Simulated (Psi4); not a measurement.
# YCl3 (yttrium trichloride) at DSD-PBEP86/def2-SVP (core potential, density fitting for correlation)

What is the vertical ionisation energy of YCl3 (yttrium trichloride) at DSD-PBEP86/def2-SVP (core potential, density fitting for correlation)? 

The calculation is run with Psi4 1.11.

1 further run of the same task is left out (set aside as unsound or not needed).

### Step 1. The system as given

YCl3 has 4 atoms, charge 0, and is taken as a singlet. SMILES: `[Cl][Y]([Cl])[Cl]`. The coordinates come from a PBE0-D4/def2-TZVP relaxation.

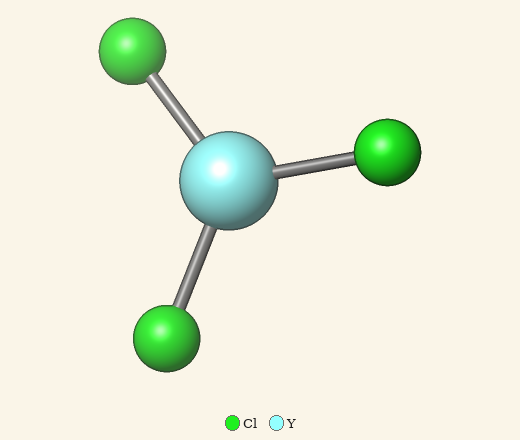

Viewed from a chosen angle; chlorine green, yttrium teal.

### Step 2. A single-point energy at DSD-PBEP86/def2-SVP (core potential, density fitting for correlation)

Contents of calc.inp:

```
memory 2200 mb

molecule geom {
  Cl
  Y 1 R2
  Cl 2 R3 1 A3
  Cl 2 R4 1 A4 3 D4

  R2 = 2.433931
  R3 = 2.433965
  A3 = 120.01215
  R4 = 2.433969
  A4 = 120.00496
  D4 = 179.98747
  symmetry c1
}

set basis def2-SVP
set reference rks
set puream true
set e_convergence 1e-09
set d_convergence 1e-08
set scf_type pk
set dft_radial_points 99
set dft_spherical_points 590
set num_frozen_docc 15

E, wfn = energy("dsd-pbep86", return_wfn=True)
print_variables()
```

Command:

```sh
$ psi4 calc.inp calc.out -n 1
```

calc.out:

```text
[...]
    !!!  WARNING: ECP capability is in beta. Please check occupations closely.  !!!
[...]
  Running in c1 symmetry.
[...]
  Nuclear repulsion =  230.799165489233133
[...]
  Multiplicity = 1
[...]
  Nalpha       = 31
  Nbeta        = 31
[...]
    Number of basis functions: 85
[...]
   @RKS iter   1: -1417.21713210042776   -4.35458e-01   4.05969e-03 DIIS/ADIIS
[...]
   @RKS iter  10: -1417.29718656278169   -1.25056e-11   5.69309e-09 DIIS
[...]
    Orbital Energies [Eh]
    ---------------------
    Doubly Occupied:
       1A   -103.626400     2A   -103.626391     3A   -103.626388
       4A    -10.163158     5A    -10.163148     6A    -10.163145
       7A     -7.733015     8A     -7.733002     9A     -7.732997
      10A     -7.731998    11A     -7.731987    12A     -7.731984
      13A     -7.731702    14A     -7.731693    15A     -7.731676
      16A     -2.204601    17A     -1.313455    18A     -1.313451
      19A     -1.311648    20A     -0.975497    21A     -0.961004
      22A     -0.961002    23A     -0.467410    24A     -0.450160
      25A     -0.450156    26A     -0.427478    27A     -0.427464
      28A     -0.421108    29A     -0.421107    30A     -0.420317
      31A     -0.410710
[...]
  @RKS Final Energy: -1417.29718656278169
   => Energetics <=
    Nuclear Repulsion Energy =            230.7991654892331326
    One-Electron Energy =               -2430.3079288206231467
    Two-Electron Energy =                 807.7502475913540820
    DFT Exchange-Correlation Energy =     -25.5386708227456438
    Empirical Dispersion Energy =           0.0000000000000000
    VV10 Nonlocal Energy =                  0.0000000000000000
    Total Energy =                      -1417.2971865627816896
[...]
 Multipole Moments:
 ------------------------------------------------------------------------------------
     Multipole            Electronic (a.u.)      Nuclear  (a.u.)        Total (a.u.)
 ------------------------------------------------------------------------------------
 L = 1.  Multiply by 2.5417464519 to convert [e a0] to [Debye]
 Dipole X            :         -0.0055261            0.0050640           -0.0004621
 Dipole Y            :         -0.0018509            0.0017157           -0.0001352
 Dipole Z            :         -0.0079202            0.0073105           -0.0006097
 Magnitude           :                                                    0.0007769
[...]
```

Run time: 8.7 s. Hardware: 1 thread of Intel Xeon Platinum 8259CL at 2.50GHz (Skylake/Cascade Lake), shared host; peak memory 0.69 GiB.

### Step 3. The doublet cation at the same level

Contents of job.py:

```python
import psi4

psi4.set_memory('2200 MB')
psi4.set_num_threads(1)
psi4.core.set_output_file('psi4.out', False)

m = psi4.geometry("""
1 2
Cl    -1.812390    -0.992790     1.286260
Y     -0.000090    -0.000010     0.000190
Cl     2.291710    -0.738640     0.355530
Cl    -0.479250     1.731440    -1.641970
units angstrom
symmetry c1
no_reorient
no_com
""")

psi4.set_options({
    'basis': 'def2-SVP',
    'reference': 'uks',
    'puream': True,
    'e_convergence': 1e-09,
    'd_convergence': 1e-08,
    'scf_type': 'pk',
    'dft_radial_points': 99,
    'dft_spherical_points': 590,
    'num_frozen_docc': 15,
    'maxiter': 100,
})

energy_value = psi4.energy('dsd-pbep86')
print('E =', round(energy_value, 9))
```

Command:

```sh
$ python job.py
```

psi4.out:

```text
[...]
    !!!  WARNING: ECP capability is in beta. Please check occupations closely.  !!!
[...]
  Running in c1 symmetry.
[...]
  Nuclear repulsion =  230.799168460024902
[...]
  Multiplicity = 2
[...]
  Nalpha       = 31
  Nbeta        = 30
[...]
    Number of basis functions: 85
[...]
   @UKS iter   1: -1416.81921641620261   -5.83768e-02   2.78115e-03 ADIIS/DIIS
[...]
   @UKS iter  27: -1416.87212104281707   -1.54614e-11   9.98642e-09 DIIS
[...]
   @S^2 Observed:                7.845408478E-01
[...]
    Orbital Energies [Eh]
    ---------------------
    Alpha Occupied:
       1A   -103.864105     2A   -103.863981     3A   -103.863951
       4A    -10.399724     5A    -10.399599     6A    -10.399569
       7A     -7.975816     8A     -7.975681     9A     -7.975645
      10A     -7.967323    11A     -7.967205    12A     -7.967173
      13A     -7.966054    14A     -7.965931    15A     -7.965902
      16A     -2.404244    17A     -1.514569    18A     -1.514554
      19A     -1.509366    20A     -1.209953    21A     -1.195087
      22A     -1.194998    23A     -0.681930    24A     -0.675459
      25A     -0.675402    26A     -0.655149    27A     -0.650701
      28A     -0.650679    29A     -0.642282    30A     -0.642197
      31A     -0.635407
[...]
  @UKS Final Energy: -1416.87212104281707
   => Energetics <=
    Nuclear Repulsion Energy =            230.7991684600249016
    One-Electron Energy =               -2416.4995006090225615
    Two-Electron Energy =                 794.2564349136721376
    DFT Exchange-Correlation Energy =     -25.4282238074914524
    Empirical Dispersion Energy =           0.0000000000000000
    VV10 Nonlocal Energy =                  0.0000000000000000
    Total Energy =                      -1416.8721210428170707
[...]
 Multipole Moments:
 ------------------------------------------------------------------------------------
     Multipole            Electronic (a.u.)      Nuclear  (a.u.)        Total (a.u.)
 ------------------------------------------------------------------------------------
 L = 1.  Multiply by 2.5417464519 to convert [e a0] to [Debye]
 Dipole X            :         -0.0017719            0.0003779           -0.0013940
 Dipole Y            :         -0.0010471            0.0001134           -0.0009337
 Dipole Z            :          0.0036018           -0.0018330            0.0017687
 Magnitude           :                                                    0.0024379
[...]
```

Standard output:

```text
E = -1417.171520166
```

Wall time 22 s (1 thread of Intel Xeon Platinum 8259CL at 2.50GHz (Skylake/Cascade Lake), shared host); peak memory 0.68 GiB.

### Step 4. Results

At DSD-PBEP86/def2-SVP (core potential, density fitting for correlation), 15 core orbitals frozen:

| quantity | value |
| --- | --- |
| singlet YCl3: total energy | -1417.58866 Eh |
| singlet YCl3: HOMO energy (SCF part's orbitals) | -11.18 eV |
| singlet YCl3: LUMO energy (SCF part's orbitals) | -1.35 eV |
| singlet YCl3: HOMO–LUMO gap (SCF part's orbitals) | 9.82 eV |
| doublet cation: total energy | -1417.17152 Eh |
| doublet cation: HOMO energy (SCF part's orbitals) (highest over α and β) | -15.12 eV |
| doublet cation: LUMO energy (SCF part's orbitals) (lowest over α and β) | -11.95 eV |
| doublet cation: ⟨S²⟩ | 0.785 |
| vertical ionisation energy (to the doublet cation) | 11.351 eV |

What this shows: The vertical ionisation energy comes to 11.35 eV (262 kcal/mol). The negative HOMO energy of the first species, 11.18 eV, lies 0.17 eV below that difference.
